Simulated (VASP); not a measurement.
Band structure of Fe3Rh (space group Fm-3m). Level of theory: PBEsol GGA, VASP's PBE PAW potentials (set 64) (plane waves; VASP 6.6.1).

The run has a spin-polarised start.

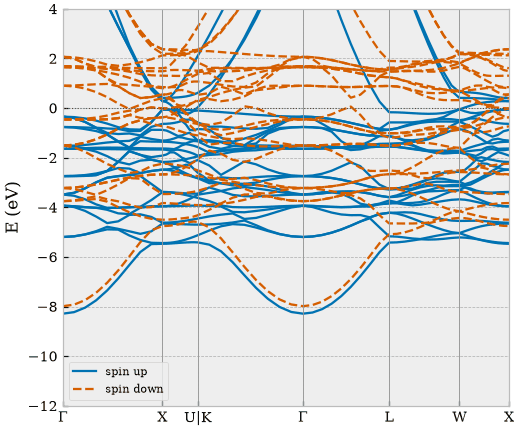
Figure: Bands along high-symmetry lines, zero at the valence-band maximum or, without a gap, the Fermi level

Task: Read the plot: is there a gap, and where are the band edges?

Result: It has no gap at this level: it comes out as a metal or semimetal.

The structure comes from a computed database's Fe3Rh entry; how it stands against other phases isn't given here. The cell was not relaxed at this level.
